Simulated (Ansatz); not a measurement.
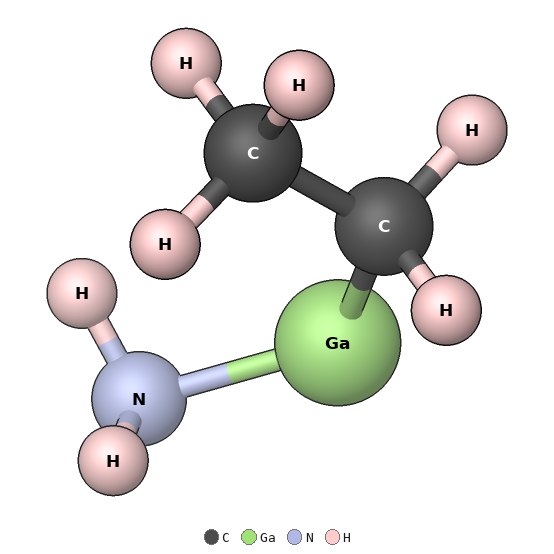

Starting geometry of the run.

Input file:

```yaml
crystal:
  periodic: [false, false, false]
  atoms:
    - {symbol: C, position_ang: [-0.734600, 0.978600, 0.142100]}
    - {symbol: C, position_ang: [-0.286700, -0.095900, 1.027100]}
    - {symbol: Ga, position_ang: [1.009300, -1.267600, 0.405300]}
    - {symbol: N, position_ang: [1.508400, -1.324000, -1.318200]}
    - {symbol: H, position_ang: [-1.212400, 0.583500, -0.813900]}
    - {symbol: H, position_ang: [-1.562000, 1.629300, 0.656500]}
    - {symbol: H, position_ang: [0.089300, 1.691700, -0.136600]}
    - {symbol: H, position_ang: [-1.081700, -0.755500, 1.285900]}
    - {symbol: H, position_ang: [0.160500, 0.348800, 1.997000]}
    - {symbol: H, position_ang: [1.688800, -0.342400, -1.503600]}
    - {symbol: H, position_ang: [0.486500, -1.503500, -1.721000]}
basis:
  gaussian: {orbitals: def2-SVP}
magnetization: {spin_polarized: true, initial_magnetization: 1}
hamiltonian: {xc: pbe, dispersion: d4}
relax: {f_tol: 0.03, max_steps: 200}
```

Command:

```sh
ansatz run in.yaml --threads 2 --pin off --events-out ev --progress --plain --max-ram 31744MiB --backend cpu
```

Output (its end):

```
1249 factors; their error is unknown
mean field -56033.41015227 eV, -2059.1898422862 hartree, gradient 1.6e-5 eV, S^2 0.752601; 1 other end points of the search recorded, 0 dependent functions left out
the calculation of the forces begins
reference -56033.41019031 eV, -2059.1898436842 hartree; 29, 28 occupied and 80, 81 virtual orbitals, 1249 factors
Total energy: -56033.61152547 eV, -2059.1972426148 hartree
Atom 0 at    -0.726444     1.053164     0.217286 Å, force     0.001908     0.011328     0.001963 eV/Å
Atom 1 at    -0.395181    -0.065905     1.203742 Å, force    -0.005006    -0.000041     0.006649 eV/Å
Atom 2 at     0.779286    -1.506006     0.362888 Å, force     0.009128    -0.008256    -0.002755 eV/Å
Atom 3 at     1.244005    -1.182724    -1.398354 Å, force    -0.013789     0.013348     0.018236 eV/Å
Atom 4 at    -1.283995     0.678369    -0.666504 Å, force     0.000571     0.001395    -0.000508 eV/Å
Atom 5 at    -1.358167     1.840694     0.686036 Å, force    -0.001392    -0.002834    -0.004917 eV/Å
Atom 6 at     0.186224     1.559468    -0.161691 Å, force    -0.002906    -0.002190     0.001916 eV/Å
Atom 7 at    -1.304898    -0.578103     1.581865 Å, force     0.006685     0.000314    -0.003195 eV/Å
Atom 8 at     0.152844     0.305611     2.095420 Å, force    -0.000318    -0.004622    -0.010231 eV/Å
Atom 9 at     0.942168    -0.363155    -1.934434 Å, force     0.003011    -0.002595    -0.002677 eV/Å
Atom 10 at     1.829558    -1.798414    -1.965655 Å, force     0.002107    -0.005847    -0.004482 eV/Å
Dipole moment:    -0.038233     0.166134    -0.169964 e Å
```
